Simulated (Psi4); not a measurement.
**One shape, several levels: CH3BF3Ge+ (SMILES [CH3][Ge+]([F])[B](F)F)**

We compute a comparison of 6 runs (HF/def2-SVP, PBE/6-31G, r2SCAN/6-31G, PBE0/def2-SVP, TPSSh/def2-SVP, MP2/6-31G**) of CH3BF3Ge+. 

Program for the calculation: Psi4 1.11.

## (1) Starting point

CH3BF3Ge+: 9 atoms, total charge +1, spin state singlet. As SMILES, `[CH3][Ge+]([F])[B](F)F`. The shape comes from GFN2-xTB, which is rough for such elements, and wasn't checked as a minimum.

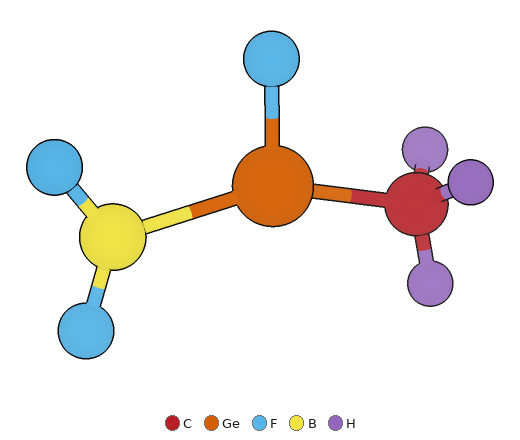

Viewed from a chosen angle; carbon red, germanium orange, fluorine blue, boron yellow, hydrogen purple.

## (2) The energy at HF/def2-SVP (run 1)

File job.inp:

```
memory 1.6 GB

molecule system {
  1 1
  C     -1.827570    -0.232630    -0.019740
  Ge     0.127990     0.202360    -0.000590
  F      0.165210     1.931220    -0.020140
  B      2.303130    -0.280720     0.029180
  F      3.084040     0.724700     0.087070
  F      2.676590    -1.500590    -0.012720
  H     -2.003290    -1.308940    -0.075000
  H     -2.263930     0.280640    -0.885140
  H     -2.262170     0.183950     0.897070
  symmetry c1
  no_reorient
  no_com
}

set {
  basis         def2-SVP
  puream        true
  e_convergence 1e-09
  d_convergence 1e-08
  scf_type      pk
}

e_tot, wfn = energy('hf', return_wfn=True)
print_variables()
```

On the command line:

```
psi4 -n 1 job.inp job.out
```

job.out:

```text
[...]
  Running in c1 symmetry.
[...]
  Nuclear repulsion =  431.116058451647575
[...]
  Multiplicity = 1
[...]
  Nalpha       = 36
  Nbeta        = 36
[...]
    Number of basis functions: 117
[...]
   @RHF iter   1: -2436.40311048345529   -4.10113e+00   1.72033e-02 DIIS/ADIIS
[...]
   @RHF iter  12: -2437.28887967619585   -2.09184e-11   9.87359e-09 DIIS
[...]
    Orbital Energies [Eh]
    ---------------------
    Doubly Occupied:
       1A   -405.510697     2A    -52.436112     3A    -46.538919
       4A    -46.536322     5A    -46.534768     6A    -26.527588
       7A    -26.526549     8A    -26.469524     9A    -11.470036
      10A     -7.983255    11A     -7.494222    12A     -5.476459
      13A     -5.469911    14A     -5.464838    15A     -1.957450
      16A     -1.949133    17A     -1.942208    18A     -1.940047
      19A     -1.936282    20A     -1.847389    21A     -1.821259
      22A     -1.719792    23A     -1.159888    24A     -1.034187
      25A     -0.991849    26A     -0.975054    27A     -0.935526
      28A     -0.917742    29A     -0.874053    30A     -0.873519
      31A     -0.842644    32A     -0.831069    33A     -0.788448
      34A     -0.780040    35A     -0.764153    36A     -0.658831
[...]
  @RHF Final Energy: -2437.28887967619585
   => Energetics <=
    Nuclear Repulsion Energy =            431.1160584516475751
    One-Electron Energy =               -4240.8503472210777545
    Two-Electron Energy =                1372.4454090932347299
    Total Energy =                      -2437.2888796761953927
[...]
 Multipole Moments:
 ------------------------------------------------------------------------------------
     Multipole            Electronic (a.u.)      Nuclear  (a.u.)        Total (a.u.)
 ------------------------------------------------------------------------------------
 L = 1.  Multiply by 2.5417464519 to convert [e a0] to [Debye]
 Dipole X            :        -97.2966196           97.2246706           -0.0719490
 Dipole Y            :        -25.8991023           25.0006231           -0.8984792
 Dipole Z            :         -0.8061815            0.8190073            0.0128258
 Magnitude           :                                                    0.9014467
[...]
```

It took 6.3 s on 1 thread of Intel Xeon Platinum 8488C (Sapphire Rapids), shared host; peak memory 0.56 GiB.

## (3) Energy and gradient at PBE/6-31G (run 2)

File job.py:

```python
import psi4

psi4.set_memory(1600000000)
psi4.set_num_threads(1)
psi4.core.set_output_file('output.dat', False)

geom = psi4.geometry("""
1 1
C
Ge 1 2.003447
F 2 1.729371 1 103.76596
B 2 2.228337 3 101.29543 1 179.92865
F 4 1.274379 2 115.3229 3 3.0259
F 4 1.276445 5 125.18282 2 179.91837
H 1 1.091959 2 111.81238 3 176.29358
H 1 1.09671 7 110.937 2 119.50696
H 1 1.096794 7 110.66542 8 121.01609
symmetry c1
""")

psi4.set_options({
    'basis': '6-31G',
    'puream': True,
    'e_convergence': 1e-09,
    'd_convergence': 1e-08,
    'scf_type': 'pk',
    'dft_radial_points': 99,
    'dft_spherical_points': 590,
})

E = psi4.gradient("pbe")
print('gradient / Eh bohr^-1')
print(E.np.round(6))
for k, v in sorted(psi4.core.scalar_variables().items()):
    print(f'{k:45s} {v:18.10f}')
```

On the command line:

```
python job.py
```

output.dat:

```text
[...]
  Running in c1 symmetry.
[...]
  Nuclear repulsion =  431.116030251752250
[...]
  Multiplicity = 1
[...]
  Nalpha       = 36
  Nbeta        = 36
[...]
    Number of basis functions: 78
[...]
   @RKS iter   1: -2438.62965427121981   -1.86154e+00   3.52419e-02 ADIIS/DIIS
[...]
   @RKS iter  13: -2439.99861626760094   -2.04636e-11   6.82354e-09 DIIS
[...]
  @RKS Final Energy: -2439.99861626760094
   => Energetics <=
    Nuclear Repulsion Energy =            431.1160302517522496
    One-Electron Energy =               -4240.7617769510816288
    Two-Electron Energy =                1489.7890208463084036
    DFT Exchange-Correlation Energy =    -120.1418904145798763
    Empirical Dispersion Energy =           0.0000000000000000
    VV10 Nonlocal Energy =                  0.0000000000000000
    Total Energy =                      -2439.9986162676009371
[...]
 Multipole Moments:
 ------------------------------------------------------------------------------------
     Multipole            Electronic (a.u.)      Nuclear  (a.u.)        Total (a.u.)
 ------------------------------------------------------------------------------------
 L = 1.  Multiply by 2.5417464519 to convert [e a0] to [Debye]
 Dipole X            :         -0.0003529            0.0061290            0.0057761
 Dipole Y            :          0.8256357           -0.0932987            0.7323370
 Dipole Z            :          5.8541519           -7.4281188           -1.5739669
 Magnitude           :                                                    1.7360076
[...]
  -Total Gradient:
     Atom            X                  Y                   Z
    ------   -----------------  -----------------  -----------------
       1        0.000247352241    -0.007091218901    -0.017200764652
       2        0.000192693830    -0.014376965231     0.011371044749
       3       -0.000098008092     0.020109369295    -0.005628110432
       4       -0.000047404006     0.017461411205     0.054253256631
       5       -0.003215538244     0.046482525004    -0.045051358198
       6        0.003206810864    -0.063775754463     0.001939513914
       7        0.000256220107    -0.004885570918     0.000599919430
       8        0.004242688772     0.003252266779    -0.000239487746
       9       -0.004815819173     0.002811012993    -0.000029643043
[...]
```

Standard output:

```text
gradient / Eh bohr^-1
[[ 2.4700e-04 -7.0910e-03 -1.7201e-02]
 [ 1.9300e-04 -1.4377e-02  1.1371e-02]
 [-9.8000e-05  2.0109e-02 -5.6280e-03]
 [-4.7000e-05  1.7461e-02  5.4253e-02]
 [-3.2160e-03  4.6483e-02 -4.5051e-02]
 [ 3.2070e-03 -6.3776e-02  1.9400e-03]
 [ 2.5600e-04 -4.8860e-03  6.0000e-04]
 [ 4.2430e-03  3.2520e-03 -2.3900e-04]
 [-4.8160e-03  2.8110e-03 -3.0000e-05]]
CURRENT ENERGY                                  -2439.9986162676
CURRENT REFERENCE ENERGY                        -2439.9986162676
DD SOLVATION ENERGY                                 0.0000000000
DFT FUNCTIONAL TOTAL ENERGY                     -2439.9986162676
DFT TOTAL ENERGY                                -2439.9986162676
DFT VV10 ENERGY                                     0.0000000000
DFT XC ENERGY                                    -120.1418904146
GRID ELECTRONS ALPHA                               35.9999998519
GRID ELECTRONS BETA                                35.9999998519
GRID ELECTRONS TOTAL                               71.9999997037
NUCLEAR REPULSION ENERGY                          431.1160302518
ONE-ELECTRON ENERGY                             -4240.7617769511
PCM POLARIZATION ENERGY                             0.0000000000
PE ENERGY                                           0.0000000000
SCF ITERATION ENERGY                            -2439.9986162676
SCF ITERATIONS                                     13.0000000000
SCF TOTAL ENERGY                                -2439.9986162676
TWO-ELECTRON ENERGY                              1489.7890208463
XC GRID RADIAL POINTS                              99.0000000000
XC GRID SPHERICAL POINTS                          590.0000000000
XC GRID TOTAL POINTS                           500597.0000000000
```

Run time: 23 s. Hardware: 1 thread of Intel Xeon Platinum 8488C (Sapphire Rapids), shared host; peak memory 1 GiB.

Runs 3 to 5 aren't shown in full; the table further down has their settings and results.

## (4) A single-point energy at MP2/6-31G(d,p) (spherical functions) (run 6)

File input.json:

```json
{
  "schema_name": "qcschema_input",
  "schema_version": 1,
  "molecule": {
    "schema_name": "qcschema_molecule",
    "schema_version": 2,
    "symbols": ["C", "Ge", "F", "B", "F", "F", "H", "H", "H"],
    "geometry": [-3.45360677, -0.43960699, -0.03730319, 0.24186605, 0.38240498, -0.00111494, 0.31220165, 3.64947689, -0.03805908, 4.35228493, -0.53048392, 0.05514221, 5.82799096, 1.36948452, 0.16453845, 5.05802205, -2.83570413, -0.02403732, -3.78566945, -2.47353811, -0.14172946, -4.27820767, 0.53033274, -1.67267218, -4.27488175, 0.34761512, 1.69521661],
    "molecular_charge": 1,
    "molecular_multiplicity": 1,
    "fix_symmetry": "c1"
  },
  "driver": "energy",
  "model": {
    "method": "mp2",
    "basis": "6-31G**"
  },
  "keywords": {
    "puream": true,
    "e_convergence": 1e-09,
    "d_convergence": 1e-08,
    "scf_type": "pk",
    "num_frozen_docc": 14,
    "mp2_type": "conv"
  }
}
```

On the command line:

```
psi4 --qcschema input.json -n 1 --memory 1600MB
```

stdout:

```text
[...]
  Running in c1 symmetry.
[...]
  Nuclear repulsion =  431.116058502685007
[...]
  Multiplicity = 1
[...]
  Nalpha       = 36
  Nbeta        = 36
[...]
    Number of basis functions: 117
[...]
   @RHF iter   1: -2436.61175352019609   -4.09903e+00   1.95289e-02 DIIS/ADIIS
[...]
   @RHF iter  12: -2437.55701098048394   -2.63753e-11   9.28315e-09 DIIS
[...]
    Orbital Energies [Eh]
    ---------------------
    Doubly Occupied:
       1A   -405.555208     2A    -52.488061     3A    -46.580086
       4A    -46.577488     5A    -46.576085     6A    -26.531968
       7A    -26.531634     8A    -26.475571     9A    -11.463168
      10A     -7.970631    11A     -7.514308    12A     -5.493097
      13A     -5.486278    14A     -5.481714    15A     -1.952859
      16A     -1.944087    17A     -1.937598    18A     -1.935726
      19A     -1.931537    20A     -1.865053    21A     -1.839066
      22A     -1.739131    23A     -1.166822    24A     -1.030661
      25A     -0.981149    26A     -0.967652    27A     -0.926211
      28A     -0.911486    29A     -0.864520    30A     -0.863917
      31A     -0.835279    32A     -0.824252    33A     -0.784453
      34A     -0.776449    35A     -0.758424    36A     -0.652710
[...]
  @RHF Final Energy: -2437.55701098048394
   => Energetics <=
    Nuclear Repulsion Energy =            431.1160585026850072
    One-Electron Energy =               -4240.9174581900560952
    Two-Electron Energy =                1372.2443887068868662
    Total Energy =                      -2437.5570109804839376
[...]
 Multipole Moments:
 ------------------------------------------------------------------------------------
     Multipole            Electronic (a.u.)      Nuclear  (a.u.)        Total (a.u.)
 ------------------------------------------------------------------------------------
 L = 1.  Multiply by 2.5417464519 to convert [e a0] to [Debye]
 Dipole X            :          5.8047031           -7.2708893           -1.4661862
 Dipole Y            :          0.3050609           -1.5216615           -1.2166006
 Dipole Z            :          0.0665754           -0.0661785            0.0003969
 Magnitude           :                                                    1.9052084
[...]
	SCS-MP2 Total Energy (a.u.)        : -2438.47774856289834
	SOS-MP2 Total Energy (a.u.)        : -2438.45637441550798
	SCSN-MP2 Total Energy (a.u.)       : -2438.03514639692821
[...]
	SOS-PI-MP2 Total Energy (a.u.)     : -2438.52555621820238
[...]
	MP2 Total Energy (a.u.)            : -2438.52049685767815
[...]
```

The result, in JSON:

```text
{
 "driver": "energy",
 "model": {
  "method": "mp2",
  "basis": "6-31G**"
 },
 "success": true,
 "return_result": -2438.520496857678,
 "properties": {
  "calcinfo_nbasis": 117,
  "calcinfo_nmo": 117,
  "calcinfo_nalpha": 36,
  "calcinfo_nbeta": 36,
  "calcinfo_natom": 9,
  "nuclear_repulsion_energy": 431.116058502685,
  "return_energy": -2438.520496857678,
  "scf_one_electron_energy": -4240.917458190056,
  "scf_two_electron_energy": 1372.2443887068869,
  "scf_dipole_moment": [-1.4661861769622995, -1.2166005889984084, 0.00039692151572870427],
  "scf_total_energy": -2437.557010980484,
  "scf_iterations": 12,
  "mp2_same_spin_correlation_energy": -0.2716678502524405,
  "mp2_opposite_spin_correlation_energy": -0.6918180269417404,
  "mp2_singles_energy": 0.0,
  "mp2_doubles_energy": -0.963485877194181,
  "mp2_correlation_energy": -0.9634858771942163,
  "mp2_total_energy": -2438.520496857678
 }
}
```

Run time: 16 s. Hardware: 1 thread of Intel Xeon Platinum 8488C (Sapphire Rapids), shared host; peak memory 0.99 GiB.

## (5) The series

```
run                              level      task         integration grid   energy (Eh)  HOMO energy (eV)  LUMO energy (eV)  HOMO–LUMO gap (eV)  wall time
  1                        HF/def2-SVP    energy                        –  -2437.288880            -17.93             -5.94               11.99      6.3 s
  2                          PBE/6-31G  gradient  99 radial × 590 angular  -2439.998616            -13.43             -9.87                3.55       23 s
  3                       r2SCAN/6-31G    energy  99 radial × 590 angular  -2440.499873            -13.85             -9.87                3.98       42 s
  4                      PBE0/def2-SVP  gradient  99 radial × 590 angular  -2439.961402            -14.79             -9.06                5.73       44 s
  5                     TPSSh/def2-SVP  gradient  99 radial × 590 angular  -2440.556377            -14.03             -9.44                4.59       81 s
  6  MP2/6-31G** (spherical functions)    energy                        –  -2438.520497            -17.76             -5.78               11.98       16 s
```

## (6) What came out

| quantity | value |
| --- | --- |
| run 6: total energy | -2438.52050 Eh |
| run 6: HOMO energy (Hartree–Fock orbitals) | -17.76 eV |
| run 6: LUMO energy (Hartree–Fock orbitals) | -5.78 eV |
| run 6: HOMO–LUMO gap (Hartree–Fock orbitals) | 11.98 eV |
| run 6: correlation energy (14 core orbitals frozen) | -963.5 mEh |

**Reading.** Over runs 1, 2, 3, 4, 5 the HOMO–LUMO gap runs from 3.55 eV (PBE/6-31G) to 11.99 eV (HF/def2-SVP). The two ends differ in method and basis. Totals of different functionals can't be ranked against each other. All runs together took 3.5 min, the longest 81 s.
